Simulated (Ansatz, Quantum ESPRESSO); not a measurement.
# Work function of Ru(0001), 4 layers, one monolayer of C on top sites, part 3 of 6

Wanted: work functions and the surface dipole of Ru(0001), 4 layers, one monolayer of C on top sites at several levels, with their cost.

Quantum ESPRESSO 7.5; plane-wave DFT, PBE, GBRV ultrasoft pseudopotentials; geometry and cross-check by Ansatz 0.2.0 with PAW datasets.

So far. Step 4 (Electrostatic potential): The vacuum is flat to 0.2 meV/Å, so its level is well defined. Inside the slab the curve depends on the local part of the pseudopotentials; only the vacuum level has a meaning of its own. Step 5 (Density by pp.x): The density integrates to 68.000 electrons, as the 68 of the input ask.

### Step 6. Projections on atomic orbitals

projwfc.x splits the states by atom and orbital; the spilling says how much the atomic basis misses.

Contents of pdos.in:

```
&projwfc
  prefix = 'scf'
  outdir = './out'
  filpdos = 'pdos'
  Emin = -3.283
  Emax = 8.717
  DeltaE = 0.1
  ngauss = 0
  degauss = 0.01
/
```

Started as:

```sh
$ OMP_NUM_THREADS=1 mpirun -n 4 projwfc.x -in pdos.in > pdos.out
```

The log of the run:

```text
[banner, memory and clock lines left out]
Program PROJWFC v.7.5 starts

          URL

     ./out/scf.save/

     IMPORTANT: XC functional enforced from input :
     Exchange-correlation= PBE
                           (   1   4   3   4   0   0   0)
     Any further DFT definition will be discarded
     Please, verify this is what you really want

     negative rho (up, down):  3.167E-01 0.000E+00

     Adding external electric field

     Computed dipole along edir(3) :
        Dipole               -0.1275 Ry au,         -0.3239 Debye
        Dipole field         -0.0015 Ry au,

        Potential amp.        0.1364 Ry
        Total length         46.1067 bohr

     Gaussian broadening (read from input): ngauss,degauss=   0    0.010000

     Calling projwave ....
     one sub-group per band group will be used

     linear algebra parallelized on   4 procs

  Problem Sizes
  natomwfc =           56
  nx       =           28
  nbnd     =           41
  nkstot   =           74
  npwx     =         1232
  nkb      =           80

     Atomic states used for projection
     (read from pseudopotential files):

     state #   1: atom   1 (Ru ), wfc  1 (l=0 m= 1)
     state #   2: atom   1 (Ru ), wfc  2 (l=1 m= 1)
     state #   3: atom   1 (Ru ), wfc  2 (l=1 m= 2)
     state #   4: atom   1 (Ru ), wfc  2 (l=1 m= 3)
     state #   5: atom   1 (Ru ), wfc  3 (l=2 m= 1)
     state #   6: atom   1 (Ru ), wfc  3 (l=2 m= 2)
     state #   7: atom   1 (Ru ), wfc  3 (l=2 m= 3)
     state #   8: atom   1 (Ru ), wfc  3 (l=2 m= 4)
     state #   9: atom   1 (Ru ), wfc  3 (l=2 m= 5)
     state #  10: atom   1 (Ru ), wfc  4 (l=0 m= 1)
     state #  11: atom   1 (Ru ), wfc  5 (l=1 m= 1)
     state #  12: atom   1 (Ru ), wfc  5 (l=1 m= 2)
     state #  13: atom   1 (Ru ), wfc  5 (l=1 m= 3)
     state #  14: atom   2 (Ru ), wfc  1 (l=0 m= 1)
     state #  15: atom   2 (Ru ), wfc  2 (l=1 m= 1)
     state #  16: atom   2 (Ru ), wfc  2 (l=1 m= 2)
     state #  17: atom   2 (Ru ), wfc  2 (l=1 m= 3)
     state #  18: atom   2 (Ru ), wfc  3 (l=2 m= 1)
     state #  19: atom   2 (Ru ), wfc  3 (l=2 m= 2)
     state #  20: atom   2 (Ru ), wfc  3 (l=2 m= 3)
     state #  21: atom   2 (Ru ), wfc  3 (l=2 m= 4)
     state #  22: atom   2 (Ru ), wfc  3 (l=2 m= 5)
     state #  23: atom   2 (Ru ), wfc  4 (l=0 m= 1)
     state #  24: atom   2 (Ru ), wfc  5 (l=1 m= 1)
     state #  25: atom   2 (Ru ), wfc  5 (l=1 m= 2)
     state #  26: atom   2 (Ru ), wfc  5 (l=1 m= 3)
     state #  27: atom   3 (Ru ), wfc  1 (l=0 m= 1)
     state #  28: atom   3 (Ru ), wfc  2 (l=1 m= 1)
     state #  29: atom   3 (Ru ), wfc  2 (l=1 m= 2)
     state #  30: atom   3 (Ru ), wfc  2 (l=1 m= 3)
     state #  31: atom   3 (Ru ), wfc  3 (l=2 m= 1)
     state #  32: atom   3 (Ru ), wfc  3 (l=2 m= 2)
     state #  33: atom   3 (Ru ), wfc  3 (l=2 m= 3)
     state #  34: atom   3 (Ru ), wfc  3 (l=2 m= 4)
     state #  35: atom   3 (Ru ), wfc  3 (l=2 m= 5)
     state #  36: atom   3 (Ru ), wfc  4 (l=0 m= 1)
     state #  37: atom   3 (Ru ), wfc  5 (l=1 m= 1)
     state #  38: atom   3 (Ru ), wfc  5 (l=1 m= 2)
     state #  39: atom   3 (Ru ), wfc  5 (l=1 m= 3)
     state #  40: atom   4 (Ru ), wfc  1 (l=0 m= 1)
     state #  41: atom   4 (Ru ), wfc  2 (l=1 m= 1)
     state #  42: atom   4 (Ru ), wfc  2 (l=1 m= 2)
     state #  43: atom   4 (Ru ), wfc  2 (l=1 m= 3)
     state #  44: atom   4 (Ru ), wfc  3 (l=2 m= 1)
     state #  45: atom   4 (Ru ), wfc  3 (l=2 m= 2)
     state #  46: atom   4 (Ru ), wfc  3 (l=2 m= 3)
     state #  47: atom   4 (Ru ), wfc  3 (l=2 m= 4)
     state #  48: atom   4 (Ru ), wfc  3 (l=2 m= 5)
     state #  49: atom   4 (Ru ), wfc  4 (l=0 m= 1)
     state #  50: atom   4 (Ru ), wfc  5 (l=1 m= 1)
     state #  51: atom   4 (Ru ), wfc  5 (l=1 m= 2)
     state #  52: atom   4 (Ru ), wfc  5 (l=1 m= 3)
     state #  53: atom   5 (C  ), wfc  1 (l=0 m= 1)
     state #  54: atom   5 (C  ), wfc  2 (l=1 m= 1)
     state #  55: atom   5 (C  ), wfc  2 (l=1 m= 2)
     state #  56: atom   5 (C  ), wfc  2 (l=1 m= 3)

[... projections of each state ...]
Lowdin Charges:

     Atom #   1: total charge =  15.9710, s =  2.3656,
     Atom #   1: total charge =  15.9710, p =  6.9076, pz=  2.2407, px=  2.3335, py=  2.3335,
     Atom #   1: total charge =  15.9710, d =  6.6978, dz2=  1.2847, dxz=  1.3748, dyz=  1.3748, dx2-y2=  1.3317, dxy=  1.3317,
     Atom #   2: total charge =  15.9775, s =  2.3063,
     Atom #   2: total charge =  15.9775, p =  7.0631, pz=  2.3651, px=  2.3490, py=  2.3490,
     Atom #   2: total charge =  15.9775, d =  6.6081, dz2=  1.3443, dxz=  1.2897, dyz=  1.2897, dx2-y2=  1.3422, dxy=  1.3422,
     Atom #   3: total charge =  15.9977, s =  2.3117,
     Atom #   3: total charge =  15.9977, p =  7.0091, pz=  2.3359, px=  2.3366, py=  2.3366,
     Atom #   3: total charge =  15.9977, d =  6.6768, dz2=  1.2870, dxz=  1.3579, dyz=  1.3579, dx2-y2=  1.3371, dxy=  1.3371,
     Atom #   4: total charge =  16.2107, s =  2.3428,
     Atom #   4: total charge =  16.2107, p =  7.1164, pz=  2.3912, px=  2.3626, py=  2.3626,
     Atom #   4: total charge =  16.2107, d =  6.7516, dz2=  1.3157, dxz=  1.4113, dyz=  1.4113, dx2-y2=  1.3066, dxy=  1.3066,
     Atom #   5: total charge =   3.7294, s =  1.5055,
     Atom #   5: total charge =   3.7294, p =  2.2239, pz=  0.9788, px=  0.6226, py=  0.6226,
     Atom #   5: total charge =   3.7294, d =  0.0000, dz2=  0.0000, dxz=  0.0000, dyz=  0.0000, dx2-y2=  0.0000, dxy=  0.0000,
     Spilling Parameter:   0.0017
```

The job ended after 2.4 s (4 MPI ranks of Arm Neoverse V2, shared host; peak memory 0.21 GiB).

This step gave:

- spilling of the projection: 0.0017

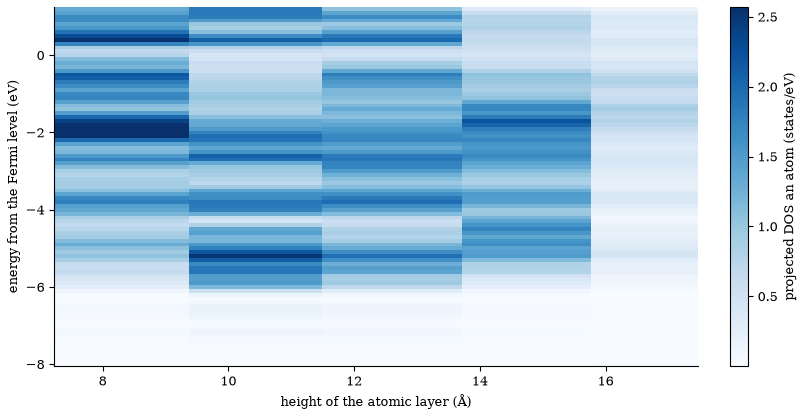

Projected DOS an atom over height of the atomic layer and energy from the Fermi level. Columns are the atomic layers from the bottom up.

The atomic orbitals miss 0.2 % of the occupied states; for empty states the projections can miss much more.

### Step 7. SCF with pw.x: open boundaries by the effective screening medium

Open boundaries by another road: assume_isolated = 'esm' with bc1, the slab centred on z = 0.

Contents of esm.in:

```
&control
  prefix = 'esm'
  outdir = './out'
  pseudo_dir = './pseudo'
  calculation = 'scf'
  tprnfor = .true.
/
&system
  ibrav = 0
  nat = 5
  ntyp = 2
  ecutwfc = 40
  ecutrho = 200
  occupations = 'smearing'
  smearing = 'mv'
  degauss = 0.02
  assume_isolated = 'esm'
  esm_bc = 'bc1'
/
&electrons
  conv_thr = 1e-07
  mixing_beta = 0.4
  electron_maxstep = 120
  mixing_mode = 'local-TF'
/
ATOMIC_SPECIES
  Ru  101.0700  ru_pbe_v1.2.uspp.F.UPF
  C   12.0110  c_pbe_v1.2.uspp.F.UPF
CELL_PARAMETERS angstrom
  2.69999999998962 0.00000000000000 0.00000000000000
  1.34999999999481 2.33826859020899 0.00000000000000
  0.00000000000000 0.00000000000000 25.41520000000000
ATOMIC_POSITIONS crystal
  Ru  0.666666666667 0.666666666667 -0.163573760378
  Ru  0.000000000000 0.000000000000 -0.079435134678
  Ru  0.666666666667 0.666666666667 0.002852266177
  Ru  0.000000000000 0.000000000000 0.096629075333
  C   -0.000000000000 0.000000000000 0.163573760378
K_POINTS automatic
  12 12 1 0 0 0
```

Started as:

```sh
$ OMP_NUM_THREADS=1 mpirun -n 4 pw.x -nk 4 -in esm.in > esm.out
```

The log of the run:

```text
[banner, memory and clock lines left out]
Program PWSCF v.7.5 starts
[citation notice left out]

[...]
Message from routine setup:
[...]
bravais-lattice index     =            0
     lattice parameter (alat)  =       5.1023  a.u.
     unit-cell volume          =    1082.8001 (a.u.)^3
     number of atoms/cell      =            5
     number of atomic types    =            2
     number of electrons       =        68.00
     number of Kohn-Sham states=           41
     kinetic-energy cutoff     =      40.0000  Ry
     charge density cutoff     =     200.0000  Ry
     scf convergence threshold =      1.0E-07
     mixing beta               =       0.4000
     number of iterations used =            8  local-TF  mixing
     Exchange-correlation= SLA  PW   PBE  PBE
                           (   1   4   3   4   0   0   0)

     Effective Screening Medium Method
     Boundary Conditions: Vacuum-Slab-Vacuum
     total charge in unit cell        =   0.0000
     grid points for fit at edges     =        4

[...]
PseudoPot. # 1 for Ru read from file:
     ./pseudo/ru_pbe_v1.2.uspp.F.UPF
     Pseudo is Ultrasoft + core correction, Zval = 16.0
     Generated by new atomic code, or converted to UPF format
     Using radial grid of  967 points,  6 beta functions with:
                l(1) =   0
                l(2) =   0
                l(3) =   1
                l(4) =   1
                l(5) =   2
                l(6) =   2
     Q(r) pseudized with  8 coefficients,  rinner =    1.300   1.300   1.300
                                                       1.300   1.300

     PseudoPot. # 2 for C  read from file:
     ./pseudo/c_pbe_v1.2.uspp.F.UPF
     Pseudo is Ultrasoft + core correction, Zval =  4.0
     Generated by new atomic code, or converted to UPF format
     Using radial grid of  721 points,  4 beta functions with:
                l(1) =   0
                l(2) =   0
                l(3) =   1
                l(4) =   1
     Q(r) pseudized with  8 coefficients,  rinner =    1.100   1.100   1.100

     atomic species   valence    mass     pseudopotential
     Ru               16.00   101.07000     Ru( 1.00)
     C                 4.00    12.01100     C ( 1.00)

      6 Sym. Ops. (no inversion) found

[...]
number of k points=    19  Marzari-Vanderbilt smearing, width (Ry)=  0.0200
[...]
Dense  grid:    51901 G-vectors     FFT dimensions: (  24,  24, 225)

     Smooth grid:    37003 G-vectors     FFT dimensions: (  24,  24, 200)

     Initial potential from superposition of free atoms

     starting charge      63.9999, renormalised to      68.0000

     negative rho (up, down):  3.201E-01 0.000E+00
     Starting wfcs are   56 randomized atomic wfcs

     per-process dynamical memory:    58.7 Mb

     Self-consistent Calculation

     iteration #  1     ecut=    40.00 Ry     beta= 0.40
     Davidson diagonalization with overlap
     c_bands:  3 eigenvalues not converged
     c_bands:  4 eigenvalues not converged
     c_bands:  1 eigenvalues not converged
     ethr =  1.00E-02,  avg # of iterations = 20.5

     negative rho (up, down):  4.585E-01 0.000E+00

     total energy              =    -753.19685054 Ry
     estimated scf accuracy    <     673.68740369 Ry

     iteration #  2     ecut=    40.00 Ry     beta= 0.40
[...]
c_bands:  1 eigenvalues not converged
[...]
negative rho (up, down):  4.385E-01 0.000E+00

[...]
total energy              =    -748.32755021 Ry
     estimated scf accuracy    <     602.69401232 Ry

     iteration #  3     ecut=    40.00 Ry     beta= 0.40
[...]
c_bands:  1 eigenvalues not converged
[...]
negative rho (up, down):  5.010E-01 0.000E+00

[...]
total energy              =    -796.11147542 Ry
     estimated scf accuracy    <     388.25778088 Ry

     iteration #  4     ecut=    40.00 Ry     beta= 0.40
[...]
negative rho (up, down):  6.566E-01 0.000E+00

[...]
total energy              =    -792.69986027 Ry
     estimated scf accuracy    <     332.44180300 Ry

     iteration #  5     ecut=    40.00 Ry     beta= 0.40
[...]
negative rho (up, down):  5.440E-01 0.000E+00

[...]
total energy              =    -791.15581030 Ry
     estimated scf accuracy    <     166.13487927 Ry

     iteration #  6     ecut=    40.00 Ry     beta= 0.40
[...]
negative rho (up, down):  7.148E-01 0.000E+00

[...]
total energy              =    -784.78227349 Ry
     estimated scf accuracy    <     209.40656265 Ry

[...]
iteration # 66     ecut=    40.00 Ry     beta= 0.40
[...]
negative rho (up, down):  3.121E-01 0.000E+00

[...]
total energy              =    -788.14212598 Ry
     estimated scf accuracy    <       0.00000018 Ry

     iteration # 67     ecut=    40.00 Ry     beta= 0.40
[...]
negative rho (up, down):  3.121E-01 0.000E+00

[...]
total energy              =    -788.14216303 Ry
     estimated scf accuracy    <       0.00000102 Ry

     iteration # 68     ecut=    40.00 Ry     beta= 0.40
[...]
negative rho (up, down):  3.121E-01 0.000E+00

[...]
total energy              =    -788.14215143 Ry
     estimated scf accuracy    <       0.00000026 Ry

     iteration # 69     ecut=    40.00 Ry     beta= 0.40
[...]
negative rho (up, down):  3.121E-01 0.000E+00

[...]
End of self-consistent calculation

          k = 0.0000 0.0000 0.0000 (  4609 PWs)   bands (ev):

   -79.4361 -79.0176 -78.8318 -78.8179 -49.7069 -49.1710 -48.9799 -48.9799
   -48.8947 -48.6596 -48.5731 -48.5731 -48.3813 -48.3813 -48.3747 -48.3747
   -17.2304 -13.4977 -12.2788 -11.9528 -11.7073  -9.6877  -8.9318  -8.9318
    -8.6618  -8.5983  -8.5983  -8.0693  -8.0693  -7.9594  -7.9594  -7.9574
    -7.0612  -7.0612  -6.5601  -6.5601  -6.3462  -5.4682  -5.4682  -5.1300
    -4.9658

          k = 0.0000 0.0962 0.0000 (  4591 PWs)   bands (ev):

   -79.4281 -79.0108 -78.8250 -78.8108 -49.6910 -49.1716 -49.0439 -48.9932
   -48.8710 -48.6740 -48.6129 -48.5847 -48.4300 -48.4255 -48.3930 -48.3867
   -17.1105 -13.2532 -12.0523 -11.7409 -11.4793  -9.7481  -9.1449  -8.8320
    -8.7443  -8.6894  -8.4599  -8.2809  -8.1132  -7.8929  -7.8804  -7.7783
    -7.3706  -7.1409  -6.8364  -6.6044  -6.4800  -5.9224  -5.5004  -4.9446
    -4.9133

[...]
the Fermi energy is    -6.0959 ev

!    total energy              =    -788.14218752 Ry
     estimated scf accuracy    <       0.00000008 Ry
     smearing contrib. (-TS)   =       0.00256681 Ry
     internal energy E=F+TS    =    -788.14475434 Ry

     The total energy is F=E-TS. E is the sum of the following terms:
     one-electron contribution =   14961.69873039 Ry
     hartree contribution      =   -7502.70981083 Ry
     xc contribution           =    -107.01025106 Ry
     ewald contribution        =   -8140.12342284 Ry

     convergence has been achieved in  69 iterations

     negative rho (up, down):  3.121E-01 0.000E+00

     Forces acting on atoms (cartesian axes, Ry/au):

     atom    1 type  1   force =     0.00000000    0.00000000    0.02360159
     atom    2 type  1   force =     0.00000000    0.00000000   -0.02154300
     atom    3 type  1   force =     0.00000000    0.00000000   -0.00186705
     atom    4 type  1   force =     0.00000000    0.00000000   -0.00133079
     atom    5 type  2   force =    -0.00000000   -0.00000000    0.00087181

     Total force =     0.032049     Total SCF correction =     0.002790

[...]
```

Wall time 2.7 min (4 MPI ranks); peak memory 0.52 GiB.

Read from the output:

```
free energy                                                    : -10723.2207 eV
Fermi energy                                                   : -6.096 eV
vacuum line at the lower end of the cell, over the Fermi level : 5.136 eV
vacuum line at the upper end of the cell, over the Fermi level : 7.056 eV
```

The potential energy, planar mean oscillates, so the rows of the table below give means over windows of 2.26 Å about each position, cut where the curve ends. Its maxima inside the range that stand out by 2 % of the span (Å: eV): -3.0: -1.94, -1.0: -2.55, 1.2: -0.150, 3.5: -1.09. Its minima: -4.2: -48.7, -2.0: -49.3, 0.1: -48.6, 2.5: -48.9, 4.2: -9.88.

Electrostatic potential energy of an electron; zero at the Fermi level. Potential energy, planar mean against z; means over each step:

```tsv
z (Å)	potential energy, planar mean (eV)
-11.52	5.14
-9.26	5.14
-7.00	4.99
-4.74	-16.5
-2.48	-19.8
-0.22	-19.5
2.04	-18.5
4.30	-1.79
6.56	6.98
8.82	7.06
11.08	7.06
```

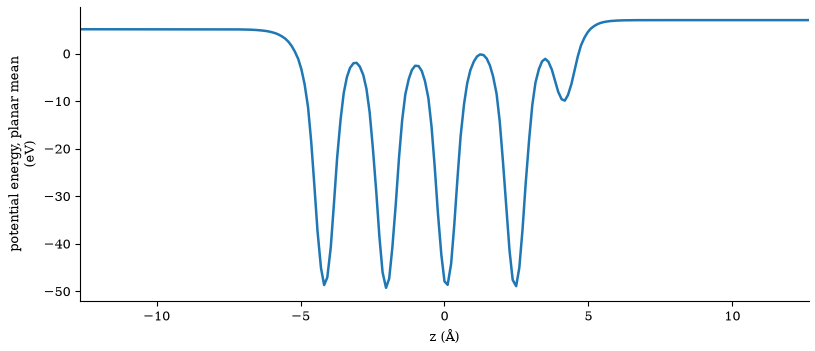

Potential energy, planar mean against z.

The vacuum levels are read from the outermost 0.7 Å of the cell on either side.

The run needed 69 iterations to bring the estimated error under 1e-07 Ry; the largest force on any atom, held or free, is 0.61 eV/Å.

The upper level is 7.056 eV against 7.063 eV from the periodic run.

(Part 3 of 6 ends here.)

[Logs are printed without paths, hosts, clocks, repeated set-up lines and the standing remarks that a program may print on its own settings, such as how far it seeks lower states.]

[Hosts, paths, dates, database ids (printed as entryN), source tags and the programs' standing remarks are cut or masked in the printed files.]

[Maps of the electrostatic potential energy from Ansatz leave out the sawtooth potential of an applied field or a dipole correction, so their vacuum need not be flat; planar profiles and work functions include it.]
